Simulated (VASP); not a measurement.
Band structure of CdPt$_{3}$ (space group Cmmm). Level of theory: PBEsol GGA, VASP's PBE PAW potentials (set 64) (plane waves; VASP 6.6.1).

Unless said otherwise, spin-orbit coupling is left out, though it shifts the bands of the heavy elements here.

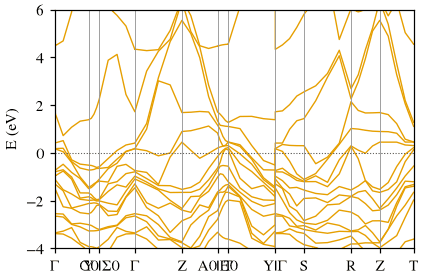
*Bands along high-symmetry lines, zero at the valence-band maximum or, without a gap, the Fermi level*

Problem. Read the plot: is there a gap, and where are the band edges?

Solution. It has no gap at this level: it comes out as a metal or semimetal.

The structure comes from a computed database's CdPt3 entry (Cmmm); how it stands against other phases isn't given here. The cell was not relaxed at this level.
